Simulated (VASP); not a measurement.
Input:

```
CELL_PARAMETERS angstrom
      0.00000     2.92933     2.92933
      2.92933     0.00000     2.92933
      2.92933     2.92933     0.00000
ATOMIC_POSITIONS crystal
  Cd 0.00000 0.00000 0.00000
  S  0.25000 0.25000 0.25000
```

Level of theory: vdW-DF-cx, VASP's PBE PAW potentials (set 64) (plane waves; VASP). Numerical set-up: 520 eV cut-off, 9×9×9 Γ-centred mesh, tetrahedra with Blöchl corrections, potentials Cd S.

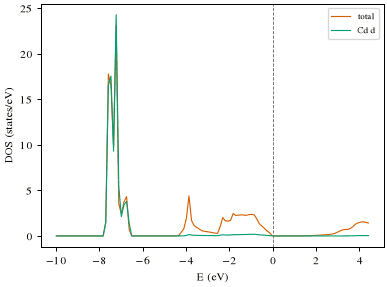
Fig. 1. Total and projected density of states, zero at the valence-band maximum

Within 2 eV below the valence-band maximum the largest weight inside VASP's projection spheres is S p.

The gap is direct, 1.02 eV, from the valence maximum at Γ to the conduction minimum at Γ.

The compound is CdS in the zinc blende structure, a metastable form; wurtzite is the usual one. It was relaxed first.
